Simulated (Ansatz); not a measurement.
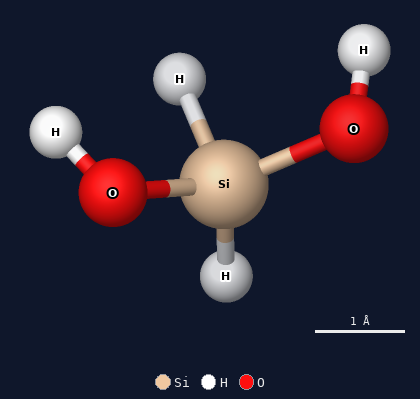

The starting structure (ball-and-stick view, seen at a tilt). Bond lengths as drawn: H–O 0.96 Å, H–Si 1.49 to 1.52 Å and O–Si 1.67 Å.

## Geometry relaxation of SiH$_{4}$O$_{2}$

- system: SiH$_{4}$O$_{2}$
- method: RKS PBE0-D4/def2-TZVP (Ansatz 0.2.0)

Input file
```yaml
crystal:
  periodic: [false, false, false]
  atoms:
    - {symbol: Si, position_ang: [-0.221289, 0.567405, -0.405517]}
    - {symbol: H, position_ang: [-0.160916, 1.876735, -1.184614]}
    - {symbol: H, position_ang: [-1.660907, 0.215767, -0.586705]}
    - {symbol: O, position_ang: [0.214515, 1.168483, 1.093519]}
    - {symbol: O, position_ang: [0.877217, -0.299413, -1.322164]}
    - {symbol: H, position_ang: [0.376530, 2.112475, 1.051494]}
    - {symbol: H, position_ang: [1.224073, 0.234672, -2.038813]}
basis:
  gaussian: {orbitals: def2-TZVP}
hamiltonian: {xc: pbe0, dispersion: d4}
relax: {f_tol: 0.005, max_steps: 200}
```

Launch command:
```bash
ansatz run in.yaml --threads 4 --pin off --events-out ev --progress --plain --max-ram 9574MiB
```

Log
```
Functional definition: PBE0
  name "PBE0"
  cite "Adamo & Barone, J. Chem. Phys. 110, 6158 (1999) doi:10.1063/1.478522"
  cite "Perdew, Burke & Ernzerhof, Phys. Rev. Lett. 77, 3865 (1996) doi:10.1103/PhysRevLett.77.3865"
  parent pbe
  parameter a = 0.25
  parameter kappa = 0.804
  parameter beta = 0.06672455060314922
  exchange = (1 - a)*pbe_x(kappa = kappa, mu = beta*pi^2/3) + a*exact_x
  correlation = pbe_c(beta = beta)
746 factors; their error is unknown
mean field evaluation 1: about -12025.5392 eV, gradient 6.9e1 eV
mean field evaluation 2: about -12012.8903 eV, gradient 1.1e2 eV
mean field evaluation 4: about -12032.9568 eV, gradient 1.1e0 eV
mean field evaluation 8: about -12032.9997 eV, gradient 2.6e-1 eV
mean field evaluation 16: about -12032.9998 eV, gradient 3.9e-5 eV
mean field -12032.99981504 eV, -442.2045869426 hartree, gradient 3.9e-5 eV, S^2 0.000000; 0 other end points of the search recorded, 0 dependent functions left out
the calculation of the forces begins
reference -12032.99983994 eV, -442.2045878574 hartree; 17, 17 occupied and 106, 106 virtual orbitals, 746 factors
relax step   1: F+E_penalty+E_count = -12033.07689773 eV  Δ(F+E_penalty+E_count) = +0.000e0 eV  max|allowed force component| = 2.897e0 eV/Å  Δτ_max = 0.0000 Å  (24 SCF iters, accepted)
these checks for a lower state are left out or cut short: starts, cluster_reference, orbital_swaps, neighbouring_geometries, increment
746 factors; their error is unknown
mean field -12033.50752349 eV, -442.2232448840 hartree, gradient 1.3e-5 eV, S^2 0.000000; 0 other end points of the search recorded, 0 dependent functions left out
the calculation of the forces begins
reference -12033.50754862 eV, -442.2232458072 hartree; 17, 17 occupied and 106, 106 virtual orbitals, 746 factors
relax step   2: F+E_penalty+E_count = -12033.58441962 eV  Δ(F+E_penalty+E_count) = -5.075e-1 eV  max|allowed force component| = 1.007e0 eV/Å  Δτ_max = 0.1948 Å  (32 SCF iters, accepted)
these checks for a lower state are left out or cut short: starts, cluster_reference, orbital_swaps, neighbouring_geometries, increment
746 factors; their error is unknown
mean field -12033.56993674 eV, -442.2255385284 hartree, gradient 1.3e-5 eV, S^2 0.000000; 0 other end points of the search recorded, 0 dependent functions left out
the calculation of the forces begins
reference -12033.56996185 eV, -442.2255394513 hartree; 17, 17 occupied and 106, 106 virtual orbitals, 746 factors
relax step   3: F+E_penalty+E_count = -12033.64686187 eV  Δ(F+E_penalty+E_count) = -6.244e-2 eV  max|allowed force component| = 8.083e-1 eV/Å  Δτ_max = 0.0498 Å  (27 SCF iters, accepted)
these checks for a lower state are left out or cut short: starts, cluster_reference, orbital_swaps, neighbouring_geometries, increment
746 factors; their error is unknown
mean field evaluation 32: about -12033.1203 eV, gradient 1.3e1 eV
mean field -12033.63915656 eV, -442.2280823099 hartree, gradient 1.2e-5 eV, S^2 0.000000; 0 other end points of the search recorded, 0 dependent functions left out
the calculation of the forces begins
reference -12033.63918173 eV, -442.2280832351 hartree; 17, 17 occupied and 106, 106 virtual orbitals, 746 factors
relax step   4: F+E_penalty+E_count = -12033.71656384 eV  Δ(F+E_penalty+E_count) = -6.970e-2 eV  max|allowed force component| = 4.995e-1 eV/Å  Δτ_max = 0.2000 Å  (32 SCF iters, accepted)
these checks for a lower state are left out or cut short: starts, cluster_reference, orbital_swaps, neighbouring_geometries, increment
746 factors; their error is unknown
mean field -12033.66213346 eV, -442.2289266955 hartree, gradient 1.2e-5 eV, S^2 0.000000; 0 other end points of the search recorded, 0 dependent functions left out
the calculation of the forces begins
reference -12033.66215890 eV, -442.2289276305 hartree; 17, 17 occupied and 106, 106 virtual orbitals, 746 factors
relax step   5: F+E_penalty+E_count = -12033.73948548 eV  Δ(F+E_penalty+E_count) = -2.292e-2 eV  max|allowed force component| = 3.489e-1 eV/Å  Δτ_max = 0.0575 Å  (28 SCF iters, accepted)
these checks for a lower state are left out or cut short: starts, cluster_reference, orbital_swaps, neighbouring_geometries, increment
746 factors; their error is unknown
mean field -12033.66594620 eV, -442.2290668110 hartree, gradient 1.2e-5 eV, S^2 0.000000; 0 other end points of the search recorded, 0 dependent functions left out
the calculation of the forces begins
reference -12033.66597183 eV, -442.2290677531 hartree; 17, 17 occupied and 106, 106 virtual orbitals, 746 factors
relax step   6: F+E_penalty+E_count = -12033.74330280 eV  Δ(F+E_penalty+E_count) = -3.817e-3 eV  max|allowed force component| = 5.724e-2 eV/Å  Δτ_max = 0.0331 Å  (27 SCF iters, accepted)
these checks for a lower state are left out or cut short: starts, cluster_reference, orbital_swaps, neighbouring_geometries, increment
746 factors; their error is unknown
mean field -12033.66656232 eV, -442.2290894530 hartree, gradient 1.2e-5 eV, S^2 0.000000; 0 other end points of the search recorded, 0 dependent functions left out
the calculation of the forces begins
reference -12033.66658798 eV, -442.2290903962 hartree; 17, 17 occupied and 106, 106 virtual orbitals, 746 factors
relax step   7: F+E_penalty+E_count = -12033.74390298 eV  Δ(F+E_penalty+E_count) = -6.002e-4 eV  max|allowed force component| = 1.906e-2 eV/Å  Δτ_max = 0.0129 Å  (28 SCF iters, accepted)
these checks for a lower state are left out or cut short: starts, cluster_reference, orbital_swaps, neighbouring_geometries, increment
746 factors; their error is unknown
mean field evaluation 64: about -12033.6667 eV, gradient 4.3e-5 eV
mean field -12033.66669275 eV, -442.2290942463 hartree, gradient 1.2e-5 eV, S^2 0.000000; 0 other end points of the search recorded, 0 dependent functions left out
the calculation of the forces begins
reference -12033.66671843 eV, -442.2290951902 hartree; 17, 17 occupied and 106, 106 virtual orbitals, 746 factors
relax step   8: F+E_penalty+E_count = -12033.74403812 eV  Δ(F+E_penalty+E_count) = -1.351e-4 eV  max|allowed force component| = 4.209e-3 eV/Å  Δτ_max = 0.0119 Å  (28 SCF iters, accepted)
```

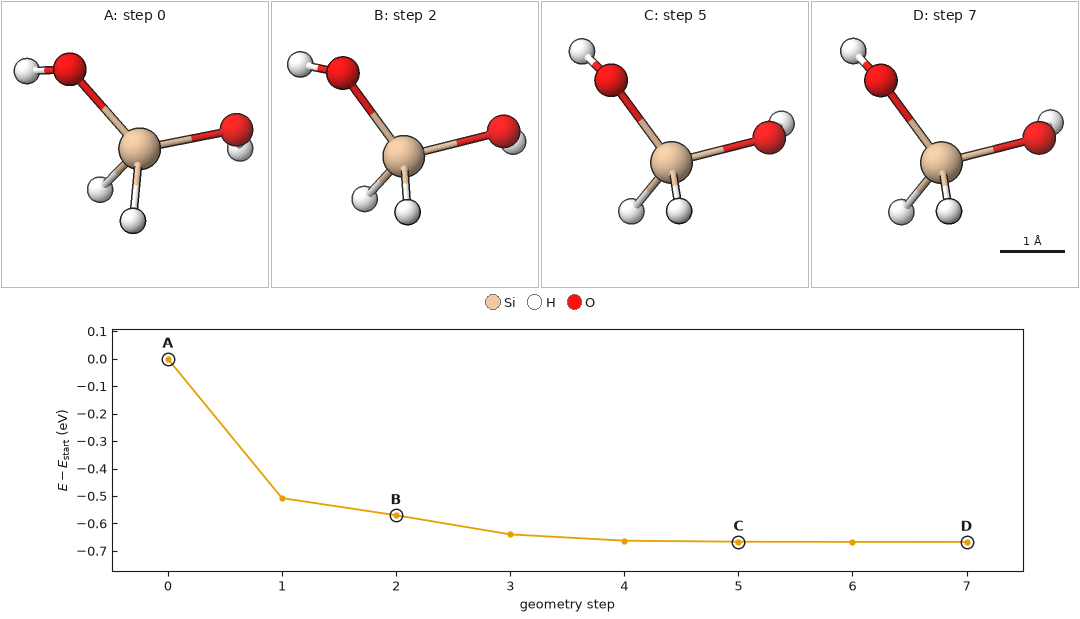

Frames of the relaxation (ball-and-stick view, seen at a tilt) above the curves, on which the letters mark them (the first geometry is step 0 here and step 1 in the log).

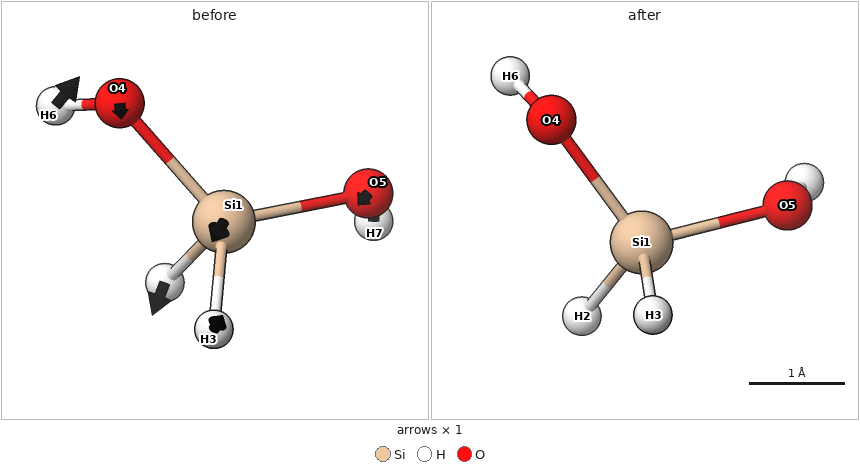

Before (left) and after (right) the relaxation, at one scale (ball-and-stick view, seen at a tilt). The black arrows give the displacements, at true length. The largest moves after the best rigid fit, 0.41 Å, are those of H6 and H7. By element the largest moves are H 0.41 Å, Si 0.30 Å, O 0.18 Å. Among the contacts that change: Si1–H2 1.525 → 1.490 Å, Si1–O4 1.673 → 1.641 Å, Si1–H3 1.493 → 1.474 Å. Among the angles that change: H2–Si1–H3 100.3° → 113.3°, H2–Si1–O4 98.0° → 108.9°, H3–Si1–O4 116.4° → 105.7°. After 7 geometry steps the energy has fallen by 0.667 eV. The largest force component goes from 2.9 to 0.0042 eV/Å. (Atoms are counted from 1 in the order of the input.)

```
746 factors; their error is unknown
mean field -12033.66669275 eV, -442.2290942463 hartree, gradient 6.3e-5 eV, S^2 0.000000; 1 other end points of the search recorded, 0 dependent functions left out
the calculation of the forces begins
reference -12033.66671843 eV, -442.2290951902 hartree; 17, 17 occupied and 106, 106 virtual orbitals, 746 factors
Total energy: -12033.74406380 eV, -442.2319375801 hartree
Atom 0 at    -0.328652     0.794810    -0.573143 Å, force     0.003544     0.003988    -0.001433 eV/Å
Atom 1 at    -0.432552     2.052349    -1.365818 Å, force     0.001833    -0.000317     0.000703 eV/Å
Atom 2 at    -1.602233     0.060083    -0.476009 Å, force    -0.001639    -0.002179     0.000877 eV/Å
Atom 3 at     0.086601     1.170861     0.968981 Å, force     0.000029    -0.003712    -0.001828 eV/Å
Atom 4 at     0.715808    -0.223035    -1.324870 Å, force    -0.001128    -0.000116     0.003627 eV/Å
Atom 5 at     0.713136     1.878951     1.118205 Å, force    -0.000271    -0.000649    -0.004209 eV/Å
Atom 6 at     1.497116     0.142103    -1.740147 Å, force    -0.002368     0.002985     0.002263 eV/Å
Dipole moment:     0.367947     0.403839    -0.144492 e Å
```

Trajectory as extended XYZ (Å, eV, eV/Å), 8 frames, from step=1 to step=8
```
7
Properties=species:S:1:pos:R:3:forces:R:3 step=1 energy=-12033.07690
Si   -0.2213    0.5674   -0.4055    0.7976   2.8973  -1.5416
H    -0.1609    1.8767   -1.1846   -0.2280  -0.1929   0.0547
H    -1.6609    0.2158   -0.5867    0.4480  -0.8281   0.6260
O     0.2145    1.1685    1.0935   -0.3385  -1.3651  -0.3362
O     0.8772   -0.2994   -1.3222   -0.7459  -0.4625   1.1492
H     0.3765    2.1125    1.0515    0.0615  -0.0866  -0.0786
H     1.2241    0.2347   -2.0388    0.0052   0.0379   0.1266
7
Properties=species:S:1:pos:R:3:forces:R:3 step=2 energy=-12033.58442
Si   -0.2237    0.7335   -0.5071   -0.1786  -0.5219   0.2683
H    -0.1910    2.0081   -1.2727   -0.0752   0.0624  -0.0585
H    -1.6094    0.1053   -0.5054    0.7431   0.2097   0.0764
O     0.1770    1.1213    1.0718   -0.0979   0.1357  -1.0074
O     0.8245   -0.3129   -1.2883   -0.4390   0.8913   0.2359
H     0.4074    2.0599    1.1171    0.0337  -0.4105   0.2065
H     1.2645    0.1609   -2.0081    0.0139  -0.3666   0.2789
7
Properties=species:S:1:pos:R:3:forces:R:3 step=3 energy=-12033.64686
Si   -0.2439    0.7519   -0.5238    0.1247  -0.4747   0.3227
H    -0.2304    2.0265   -1.2947   -0.0450   0.0165  -0.0224
H    -1.5810    0.1024   -0.4959    0.1883   0.0555   0.0179
O     0.1618    1.1117    1.0515   -0.0551   0.2433  -0.8083
O     0.8009   -0.3040   -1.2782   -0.3003   0.7862   0.0852
H     0.4479    2.0310    1.1165    0.0381  -0.3011   0.2225
H     1.2939    0.1566   -1.9681    0.0492  -0.3256   0.1823
7
Properties=species:S:1:pos:R:3:forces:R:3 step=4 energy=-12033.71656
Si   -0.3165    0.7567   -0.5467    0.4995   0.4432  -0.1324
H    -0.3740    2.0218   -1.3312   -0.0549   0.0370  -0.0376
H    -1.6228    0.0950   -0.5029   -0.0642  -0.2235   0.1182
O     0.1308    1.1398    0.9871    0.0385   0.2438   0.0841
O     0.7552   -0.2432   -1.2889    0.1227   0.0573  -0.2229
H     0.6319    1.9532    1.1263   -0.2153  -0.4016  -0.1068
H     1.4445    0.1528   -1.8366   -0.3262  -0.1562   0.2974
7
Properties=species:S:1:pos:R:3:forces:R:3 step=5 energy=-12033.73949
Si   -0.3051    0.7885   -0.5628   -0.3489   0.1048  -0.1593
H    -0.4060    2.0522   -1.3584    0.0441  -0.0772   0.0590
H    -1.5896    0.0671   -0.4768    0.0283  -0.0004   0.0080
O     0.0928    1.1613    0.9788   -0.0127  -0.0876   0.0850
O     0.7229   -0.2345   -1.3182    0.0028  -0.1165   0.0349
H     0.6667    1.9078    1.1321    0.1264   0.1284   0.0504
H     1.4674    0.1337   -1.7874    0.1599   0.0485  -0.0781
7
Properties=species:S:1:pos:R:3:forces:R:3 step=6 energy=-12033.74330
Si   -0.3257    0.7943   -0.5720    0.0512   0.0572  -0.0207
H    -0.4193    2.0566   -1.3648   -0.0203  -0.0536   0.0270
H    -1.5977    0.0570   -0.4729   -0.0093   0.0129  -0.0104
O     0.0898    1.1676    0.9700   -0.0098   0.0031   0.0292
O     0.7183   -0.2247   -1.3213    0.0022  -0.0256  -0.0171
H     0.6953    1.8914    1.1302   -0.0009  -0.0116  -0.0273
H     1.4885    0.1340   -1.7619   -0.0132   0.0175   0.0195
7
Properties=species:S:1:pos:R:3:forces:R:3 step=7 energy=-12033.74390
Si   -0.3260    0.7948   -0.5724   -0.0060   0.0137  -0.0100
H    -0.4272    2.0537   -1.3651   -0.0008  -0.0150   0.0089
H    -1.5994    0.0594   -0.4749   -0.0023   0.0044  -0.0033
O     0.0873    1.1696    0.9701    0.0140   0.0115   0.0122
O     0.7166   -0.2245   -1.3240    0.0191  -0.0018  -0.0086
H     0.7048    1.8849    1.1241   -0.0084  -0.0154  -0.0138
H     1.4932    0.1381   -1.7506   -0.0155   0.0025   0.0146
7
Properties=species:S:1:pos:R:3:forces:R:3 step=8 energy=-12033.74404
Si   -0.3287    0.7948   -0.5731    0.0035   0.0040  -0.0014
H    -0.4326    2.0523   -1.3658    0.0018  -0.0003   0.0007
H    -1.6022    0.0601   -0.4760   -0.0016  -0.0022   0.0009
O     0.0866    1.1709    0.9690    0.0000  -0.0037  -0.0018
O     0.7158   -0.2230   -1.3249   -0.0011  -0.0001   0.0036
H     0.7131    1.8790    1.1182   -0.0003  -0.0006  -0.0042
H     1.4971    0.1421   -1.7401   -0.0024   0.0030   0.0023
```

Results in brief

```csv
quantity,value
outcome,converged
total energy,−12033.7441 eV
mean-field energy,−12033.6667 eV
dispersion energy,−0.0773 eV
SCF solution under orbital rotations,stable
largest force (length of the vector) at the end,0.006 eV/Å
dipole moment,2.71 D
hardware,"4 threads of Arm Neoverse N1, 23 GiB of memory available, shared host"
wall time,13 s (CPU time 45 s)
peak memory,0.46 GiB
```
